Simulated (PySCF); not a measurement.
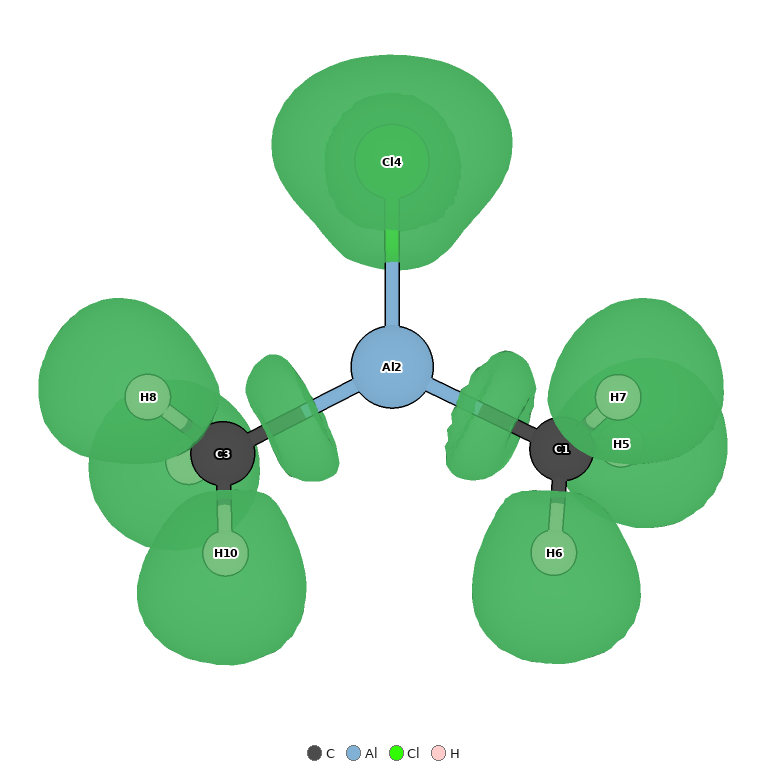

Figure 1: C₂H₆AlCl. Isosurface of the ELF at 0.8 (green), seen at a tilt. Only the valence region is drawn (cores and ρ < 0.01 e/Å³ removed).

Geometry: PBE0-D3(BJ)/def2-SVP.

The calculation used DFT single point, gas phase, functional PBE0 (PySCF 2.14.0, density-fitted response routines).

Input file:

```
{"job": {"kind": "sp", "xc": "PBE0", "basis": "def2-TZVP", "d3": "d3bj", "grid": 2}, "charge": 0, "multiplicity": 1}
C     -1.602554    -0.455968     0.571408
Al    -0.074424     0.577790    -0.048369
C      1.670511    -0.110815    -0.565480
Cl    -0.324563     2.682966    -0.141007
H     -1.798733    -0.250174     1.637864
H     -1.454450    -1.541848     0.461888
H     -2.519747    -0.175806     0.027610
H      2.050275     0.393509    -1.468762
H      2.407342     0.082518     0.233631
H      1.661931    -1.196687    -0.750275
```

Run with:

```sh
OMP_NUM_THREADS=1 python redox_run.py task.json out
```

Question: Describe the localisation domains.

Answer: At this value the surface marks out two regions between bonded Al–C atoms (shared pairs), six regions around hydrogen nuclei and one region on Cl in which the atom's valence shell and bonds are merged. Along the contacts the grid gives the following. C–Al (1.95 Å): the ELF peaks at about 0.95 between the atoms, as expected for a polar covalent bond. Al–Cl (2.12 Å): the ELF peaks at about 0.85 in the valence shell of Cl, 0.9 Å from its nucleus, and is about 0.80 at the midpoint.
